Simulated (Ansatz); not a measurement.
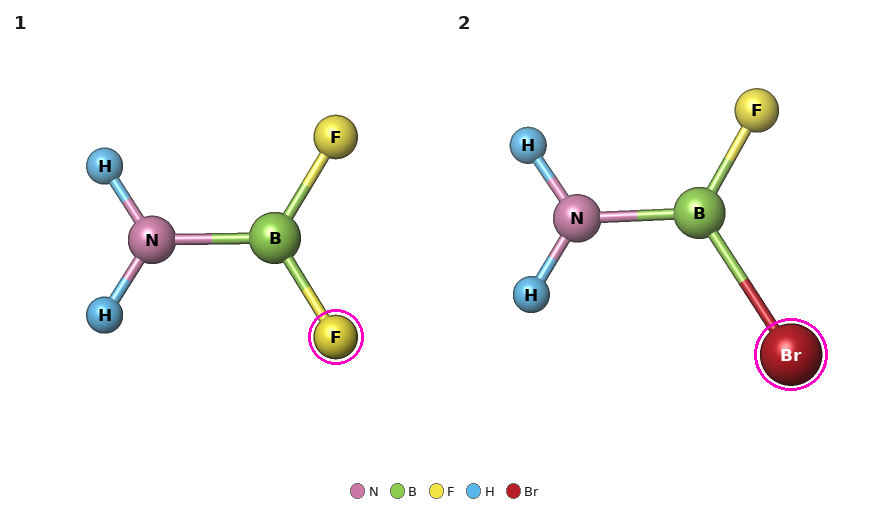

2 molecules with one skeleton, seen from the same side and at one scale; the atom that differs is circled. Charge 0, singlet. Computed geometries: PBE0-D4/def2-TZVP optimisations, one conformation each. Properties computed with Ansatz 0.2.0.

One atom differs, called X below: F in panel 1, Br in panel 2. Their formulas are BF2H2N (`NB(F)F`), BBrFH2N (`NB(F)Br`).

In which is the HOMO–LUMO gap larger (PBE0-D4/def2-SVP)?

Answer. In panel 1 (X = F).

In which is the length of X–B larger (PBE0-D4/def2-TZVP)?

Answer. In panel 2 (X = Br).

Give the values. With PBE0-D4/def2-TZVP: length of X–B (Å), angle X–B–F (°). With PBE0-D4/def2-SVP: HOMO energy (Kohn–Sham orbital) (eV), HOMO–LUMO gap (eV). With ωB97M-V/def2-TZVPP: dipole moment (D).

```tsv
quantity	1 (F)	2 (Br)	2 − 1
length of X–B (Å)	1.330	1.931	+0.601
angle X–B–F (°)	117.6	118.1	+0.5
HOMO energy (Kohn–Sham orbital) (eV)	−8.42	−8.09	+0.33
HOMO–LUMO gap (eV)	10.06	9.20	−0.86
dipole moment (D)	2.68	2.87	+0.19
```
